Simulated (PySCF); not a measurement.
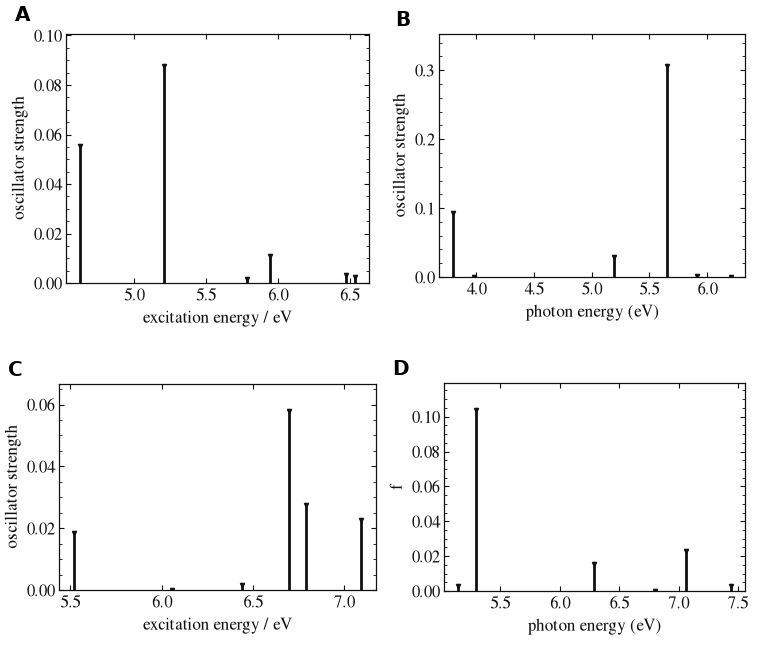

Vertical TDDFT excitations, PBE0/def2-SVPD in PySCF, at a GFN2-xTB geometry (no frequency check), gas phase. Each panel shows the lowest singlet states that were computed.

### Assign the panels.
1. C₆H₉P, SMILES Cc1c[pH]c(C)c1
2. C₅H₄, SMILES C#CC1C=C1
3. C₇H₇NO (2-aminobenzaldehyde), SMILES Nc1ccccc1C=O
4. C₅H₄F₄S, SMILES F[C@H]1CC=C(C(F)(F)F)S1

A: 1 (S1 at 4.62 eV, brightest at 5.21 eV)
B: 3 (S1 at 3.80 eV, brightest at 5.65 eV)
C: 2 (S1 at 5.52 eV, brightest at 6.70 eV)
D: 4 (S1 at 5.14 eV, brightest at 5.30 eV)

Caveats, for all or some of the runs: core orbitals are frozen in the response; one conformer of a flexible molecule; states above the negative HOMO energy depend on the basis; the tight-binding geometry is rougher than a DFT one and adds to the error.
